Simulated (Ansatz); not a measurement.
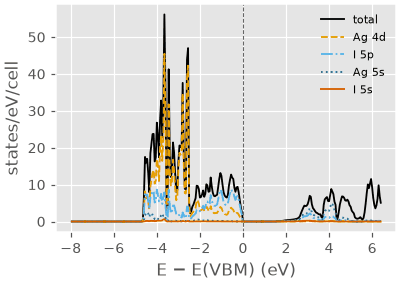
Fig. 1. Total and projected density of states of AgI in space group P6_3mc (No. 186; Ag on 2a, Ag on 2b, I on 2a, I on 2b), the program Ansatz at the PBE+D3(BJ) level (PAW)

**Question.** Which orbitals carry the states next to the gap?

**Answer.** Top 1 eV of the valence band: I 5p 70 %, Ag 4d 28 %. Bottom 1 eV of the conduction band: Ag 5s 51 %, I 5p 36 %, I 5s 10 %. Projections are on Löwdin-orthogonalised atomic valence shells; empty p or d shells of many metals are not among them.

**Question.** Where is the tallest occupied peak in this window, and what makes it?

**Answer.** Near -3.6 eV, about 56 states/eV per cell; the largest projected share is Ag 4d.

The first step of the workflow began from a Materials Project structure, measured or hypothetical. Its sites differ from those of the usual phase in this space group: another stacking or structure type. The cell was relaxed with PBE+D3(BJ) under the symmetry of its start; whether a distortion lowers the energy is not shown. The run is not spin-polarised. Spin–orbit coupling is left out wherever it is not named.

Potentials: the earlier of the program's two PAW sets.
